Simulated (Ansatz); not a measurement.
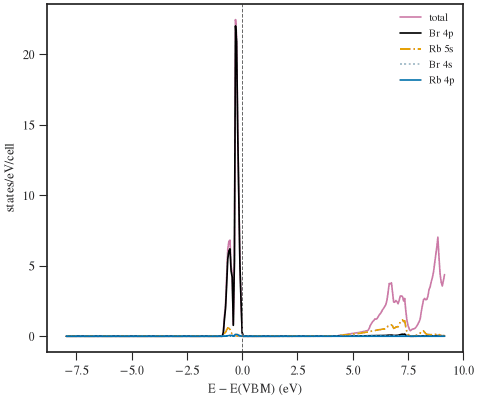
Figure: Total and projected density of states of RbBr (rock salt, space group No. 225), plane-wave PAW PBE (Ansatz code)

Which orbitals carry the states next to the gap?

Top 1 eV of the valence band: Br 4p 96 %. Bottom 1 eV of the conduction band: Rb 5s 76 %, Br 4s 15 %, Br 4p 5 %. Projections are on Löwdin-orthogonalised atomic valence shells; empty p or d shells of many metals are not among them.

Where is the tallest occupied peak in this window, and what makes it?

Near -0.3 eV, about 22 states/eV per cell; the largest projected share is Br 4p.

Space group Fm-3m (rock salt). Symmetry was held in the PBE relaxation; phonons on a q-mesh show no instability. Scalar-relativistic: spin–orbit coupling is off unless named, which matters more the heavier the elements.

Potentials: the later of the program's two PAW sets.
